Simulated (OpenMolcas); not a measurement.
# One shape, several levels: doublet C2H5B−

Wanted: a comparison of 5 runs (UHF/3-21G, UB3LYP/6-311+G**, UM06-2X/6-311+G**, UPBE0/6-311+G**, ROMP2/6-311+G**) of doublet C2H5B−. 

The results are computed with OpenMolcas 26.06.

## 1. The structure to begin with

C2H5B−: 8 atoms, total charge -1, spin state doublet. As SMILES of the parent species, `BC=C`. The shape is that of a PBE0-D4/def2-TZVP optimisation. That shape belongs to the parent species and isn't relaxed for this state.

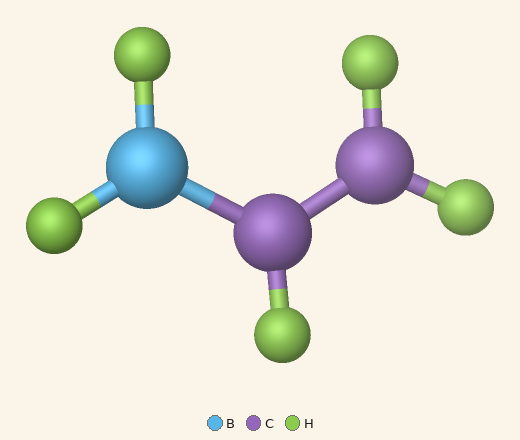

The structure, seen from a chosen angle (boron blue, carbon purple, hydrogen green).

## 2. The energy at UHF/3-21G (run 1)

File job.inp:

```
* C2H5B Hartree-Fock
>>> EXPORT MOLCAS_PRINT=2

&GATEWAY
  BasLib=$CurrDir
  BasisSet
  B.3-21G....
  B1 -0.619200 0.876300 -0.693900 angstrom
  End of Basis
  BasisSet
  C.3-21G....
  C2 0.322000 0.273500 0.357500 angstrom
  C3 0.459500 -1.054300 0.465500 angstrom
  End of Basis
  BasisSet
  H.3-21G....
  H4 -1.226400 0.135900 -1.414800 angstrom
  H5 -0.762800 2.058300 -0.813400 angstrom
  H6 0.897400 0.899500 1.037300 angstrom
  H7 -0.092700 -1.722500 -0.189400 angstrom
  H8 1.114300 -1.523800 1.195500 angstrom
  End of Basis

&SEWARD

&SCF
  UHF
  Charge=-1
  Spin=2
  Thresholds=1e-10 1e-07 1e-07 1e-05
  PrOrbitals=1 2
```

The basis set 3-21G is read from a file made from the Basis Set Exchange's data (not shown).

Started as:

```sh
export MOLCAS_MEM=1860
pymolcas job.inp > job.log
```

The program printed:

```text
--- Start Module: gateway ---
[...]
--- Stop Module: gateway /rc=_RC_ALL_IS_WELL_ ---
--- Start Module: seward ---
[...]
      Basis functions           37
--- Stop Module: seward /rc=_RC_ALL_IS_WELL_ ---
[...]
--- Start Module: scf ---
[...]
       Convergence after  21 Iterations
[...]
::    Total SCF energy                               -102.6750964154
[...]
      Total spin, S                                     0.5614786829
[...]
      Total electronic charge=   23.000000
      Total            charge=   -1.000000
[...]
      Dipole Moment (debye):
      Origin of the operator (angstrom)=    0.0622    0.0031    0.0512
                   X=  2.1127E+00               Y= -2.2986E+00               Z=  2.3255E+00           Total=  3.8929E+00
      Center of Charge (angstrom)
[...]
--- Stop Module: scf /rc=_RC_ALL_IS_WELL_ ---
[...]
```

Run time: 4.2 s. Hardware: 1 thread of AMD EPYC 7R43 (Zen 3), shared host; peak memory 0.37 GiB.

## 3. A single-point energy at UB3LYP/6-311+G(d,p) (run 2)

File job.input:

```
&GATEWAY
 BasLib=$CurrDir
 Coord
 8
 bohr
 B     -1.17011842     1.65596700    -1.31128096
 C      0.60849181     0.51684010     0.67557709
 C      0.86832915    -1.99233825     0.87966751
 H     -2.31756012     0.25681378    -2.67358452
 H     -1.44148309     3.88962328    -1.53710323
 H      1.69584022     1.69980865     1.96021291
 H     -0.17517761    -3.25505325    -0.35791413
 H      2.10572182    -2.87956467     2.25916758
 Basis=6-311pGss
 Group=NoSym

&SEWARD
 GridInput
 Grid=UltraFine
 End of Grid

&SCF
 UHF
 Charge=-1
 Spin=2
 KSDFT=B3LYP
 Thresholds=1e-10 1e-07 1e-07 1e-05
 PrOrbitals=1 1
```

The basis set 6-311+G** is read from a file made from the Basis Set Exchange's data (not shown).

Started as:

```sh
export MOLCAS_MEM=1860
pymolcas job.input > job.log
```

The program printed:

```text
--- Start Module: gateway ---
[...]
--- Stop Module: gateway /rc=_RC_ALL_IS_WELL_ ---
--- Start Module: seward ---
[...]
      Basis functions           96
--- Stop Module: seward /rc=_RC_ALL_IS_WELL_ ---
[...]
--- Start Module: scf ---
[...]
       Convergence after  19 Iterations
[...]
::    Total KS-DFT energy                            -104.0685334576
[...]
      Total spin, S                                     0.5047493326
[...]
      Total electronic charge=   23.000000
      Total            charge=   -1.000000
[...]
      Dipole Moment (debye):
      Origin of the operator (angstrom)=    0.0622    0.0031    0.0512
                   X=  1.8951E+00               Y= -2.0691E+00               Z=  2.0866E+00           Total=  3.4967E+00
      Center of Charge (angstrom)
[...]
--- Stop Module: scf /rc=_RC_ALL_IS_WELL_ ---
[...]
```

It took 86 s on 1 thread of AMD EPYC 7R43 (Zen 3), shared host; peak memory 0.53 GiB.

Runs 3 to 4 aren't shown in full; the table further down has their settings and results.

## 4. A single-point energy at ROMP2/6-311+G(d,p) (run 5)

File calc.inp:

```
* C2H5B ROMP2

&gateway
  baslib = $CurrDir
  coord
  8
  angstrom
  B       -0.619200       0.876300      -0.693900
  C        0.322000       0.273500       0.357500
  C        0.459500      -1.054300       0.465500
  H       -1.226400       0.135900      -1.414800
  H       -0.762800       2.058300      -0.813400
  H        0.897400       0.899500       1.037300
  H       -0.092700      -1.722500      -0.189400
  H        1.114300      -1.523800       1.195500
  basis = 6-311pGss
  group = NoSym

&seward

&scf
  uhf
  charge = -1
  spin = 2
  thresholds = 1e-10 1e-07 1e-07 1e-05
  prorbitals = 0

&rasscf
  fileorb = $Project.UnaOrb
  spin = 2
  nactel = 1 0 0
  inactive = 11
  ras2 = 1
  outorbitals = Canonical
  orblisting = Nothing

&caspt2
  ipea = 0.0
  frozen = 3
```

The basis set 6-311+G** is read from a file made from the Basis Set Exchange's data (not shown).

Started as:

```sh
export MOLCAS_MEM=1860
pymolcas calc.inp > calc.log
```

The program printed:

```text
--- Start Module: gateway ---
[...]
--- Stop Module: gateway /rc=_RC_ALL_IS_WELL_ ---
[...]
      Basis functions           96
[...]
       Convergence after  23 Iterations
[...]
::    Total SCF energy                               -103.2925499666
[...]
      Total spin, S                                     0.5494959920
[...]
--- Start Module: rasscf ---
[...]
      Number of active orbitals                  1
[...]
      Spin quantum number                      0.5
[...]
      Active orbitals                            1
[...]
      Number of CSFs                             1
[...]
      Number of root(s) required                 1
[...]
      Convergence after 20 iterations
[...]
      printout of CI-coefficients larger than  0.05 for root  1
      energy=    -103.284245
      conf/sym  1     Coeff  Weight
             1  u   1.00000 1.00000
      Natural orbitals and occupation numbers for root  1
      sym 1:   1.000000
      ************************************************************************************************************************
      *                                                    Final results                                                     *
[...]
::    RASSCF root number  1 Total energy:   -103.28424515
[...]
      Total electronic charge=   23.000000
      Total            charge=   -1.000000
[...]
      Dipole Moment (debye):
      Origin of the operator (angstrom)=    0.0622    0.0031    0.0512
                   X=  2.1290E+00               Y= -2.2537E+00               Z=  2.3466E+00           Total=  3.8883E+00
      Center of Charge (angstrom)
[...]
--- Stop Module: rasscf /rc=_RC_ALL_IS_WELL_ ---
[...]
--- Start Module: caspt2 ---
[...]
      E2 (Variational):          -0.4021697908
      Total energy:            -103.6864149362
[...]
      Reference weight:           0.86019
[...]
::    CASPT2 Root  1     Total energy:   -103.68641494
[...]
```

It took 42 s on 1 thread of AMD EPYC 7R43 (Zen 3), shared host; peak memory 0.53 GiB.

## 5. Overview of the runs

| run | level | integration grid | frozen core orbitals | energy (Eh) | HOMO energy (eV) | LUMO energy (eV) | ⟨S²⟩ | wall time |
| --- | --- | --- | --- | --- | --- | --- | --- | --- |
| 1 | UHF/3-21G | – | – | -102.675096 | 0.21 | 10.13 | 0.877 | 4.2 s |
| 2 | UB3LYP/6-311+G** | UltraFine | – | -104.068533 | 1.80 | 3.72 | 0.760 | 86 s |
| 3 | UM06-2X/6-311+G** | UltraFine | – | -103.997234 | 0.97 | 3.69 | 0.762 | 2.1 min |
| 4 | UPBE0/6-311+G** | UltraFine | – | -103.913570 | 1.60 | 3.86 | 0.764 | 90 s |
| 5 | ROMP2/6-311+G** | – | 3 | -103.686415 | – | – | – | 42 s |

## 6. Summary of results

```
           quantity          value
run 5: total energy  -103.68641 Eh
```

**Reading.** Totals of different functionals can't be ranked against each other. In runs 1, 2, 3, 4 the HOMO lies above zero, so the outermost electron may be held by the basis alone. Spin contamination of the reference: run 1 ⟨S²⟩ = 0.88. All runs together took 5.8 min, the longest 2.1 min.
